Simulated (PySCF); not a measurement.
# PH2 (SMILES [PH2]): UCCSDT/6-31G(d) (spherical functions)

Aim: the vertical ionisation energy of PH2 at UCCSDT/6-31G* (spherical functions), from 2 runs. Input form: a Python script.

The calculation is run with PySCF 2.14.0.

4 further runs of the same task are left out: 4 set aside as unsound or not needed.

### Step 1. Starting point

PH2 has 3 atoms, charge 0, and is taken as a doublet. SMILES: `[PH2]`. The coordinates come from a PBE0-D4/def2-TZVP relaxation.

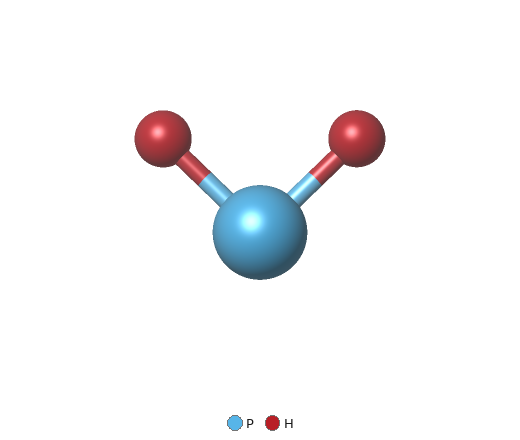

Viewed from a chosen angle; phosphorus blue, hydrogen red.

### Step 2. A single-point energy at UCCSDT/6-31G(d) (spherical functions)

The input, job.py:

```python
# [PH2]
from pyscf import gto, cc

mol = gto.Mole()
mol.atom = [
    ('P', (0.525730, -0.309370, 0.258210)),
    ('H', (0.114640, 1.051490, 0.176750)),
    ('H', (-0.640370, -0.742120, -0.434970)),
]
mol.verbose = 3
mol.max_memory = 1860
mol.spin = 1
mol.charge = 0
mol.basis = '6-31g*'
mol.build()

calc0 = mol.UHF()
calc0.conv_tol = 1e-10
calc0.kernel()
if not calc0.converged:
    calc0 = calc0.newton().run(calc0.mo_coeff, calc0.mo_occ)

mycc = cc.CCSDT(calc0, frozen=5)
mycc.kernel()
etot = mycc.e_tot
print('E = %.10f Eh' % etot)
```

Run with:

```bash
$ OMP_NUM_THREADS=1 python job.py
```

Log:

```text
converged SCF energy = -341.847953940515  <S^2> = 0.76270131  2S+1 = 2.0126612
_make_eris_incore_UCCSDT

WARN: A large `blksize_v_aaa` is being used, which may cause large memory consumption
      for storing contraction intermediates. If memory is sufficient, consider using
      `pyscf.cc.uccsdt_highm.UCCSDT` instead.

WARN: A large `blksize_v_aab` is being used, which may cause large memory consumption
      for storing contraction intermediates. If memory is sufficient, consider using
      `pyscf.cc.uccsdt_highm.UCCSDT` instead.

UCCSDT converged
E(UCCSDT) = -341.9599628333744   E_corr = -0.1120088928591877
E_corr(same-spin) = -0.0160518022888374
E_corr(oppo-spin) = -0.0959570905703503
E = -341.9599628334 Eh
```

Run time: 3.3 s. Hardware: 1 thread of Arm Neoverse V1, shared host; peak memory 0.13 GiB.

### Step 3. The singlet cation

The input, input.xyz:

```xyz
3

P      0.525730    -0.309370     0.258210
H      0.114640     1.051490     0.176750
H     -0.640370    -0.742120    -0.434970
```

The input, job.py:

```python
from pyscf import gto, scf, cc

mol = gto.M(
    atom='input.xyz',
    charge=1,
    verbose=3,
    basis='6-31g*',
    max_memory=1860,
)

mf = scf.RHF(mol)
mf.conv_tol = 1e-10
mf.kernel()
if not mf.converged:
    mf = mf.newton().run(mf.mo_coeff, mf.mo_occ)

mycc = cc.CCSDT(mf, frozen=5)
mycc.kernel()
e_tot = mycc.e_tot
print('Final energy', e_tot)
```

Run with:

```bash
$ OMP_NUM_THREADS=1 python job.py
```

Log:

```text
converged SCF energy = -341.504491765349
_make_eris_incore_RCCSDT

WARN: A large `blksize` is being used, which may cause large memory consumption
      for storing contraction intermediates. If memory is sufficient, consider using
      `pyscf.cc.rccsdt_highm.RCCSDT` instead.

WARN: A large `blksize_oovv` is being used, which may cause large memory consumption
      for storing contraction intermediates. If memory is sufficient, consider using
      `pyscf.cc.rccsdt_highm.RCCSDT` instead.

WARN: A large `blksize_oooo` is being used, which may cause large memory consumption
      for storing contraction intermediates. If memory is sufficient, consider using
      `pyscf.cc.rccsdt_highm.RCCSDT` instead.

RCCSDT converged
E(RCCSDT) = -341.6141476365077   E_corr = -0.1096558711583442
E_corr(same-spin) = -0.0101794659105023
E_corr(oppo-spin) = -0.0994764052478419
Final energy -341.6141476365077
```

Wall time 1.2 s (1 thread of Arm Neoverse V1, shared host); peak memory 0.11 GiB.

### Step 4. Outcome

Level: UCCSDT/6-31G* (spherical functions), 5 core orbitals frozen.

| quantity | value |
| --- | --- |
| doublet PH2: total energy | -341.95996 Eh |
| doublet PH2: dipole moment (Hartree–Fock density) | 0.80 D |
| doublet PH2: HOMO energy (Hartree–Fock orbitals) (highest over α and β) | -10.21 eV |
| doublet PH2: LUMO energy (Hartree–Fock orbitals) (lowest over α and β) | 1.10 eV |
| doublet PH2: correlation energy (5 core orbitals frozen) | -112.0 mEh |
| doublet PH2: ⟨S²⟩ of the reference determinant | 0.763 |
| doublet PH2: T1 diagnostic | 0.011 |
| singlet cation: total energy | -341.61415 Eh |
| singlet cation: HOMO energy (Hartree–Fock orbitals) | -19.85 eV |
| singlet cation: LUMO energy (Hartree–Fock orbitals) | -8.55 eV |
| singlet cation: HOMO–LUMO gap (Hartree–Fock orbitals) | 11.30 eV |
| singlet cation: correlation energy (5 core orbitals frozen) | -109.7 mEh |
| singlet cation: T1 diagnostic | 0.013 |
| vertical ionisation energy (to the singlet cation) | 9.410 eV |

**Reading.** Removing an electron at fixed nuclei costs 9.41 eV (908 kJ/mol). Only the singlet of the ionised species was computed; a triplet could lie lower.
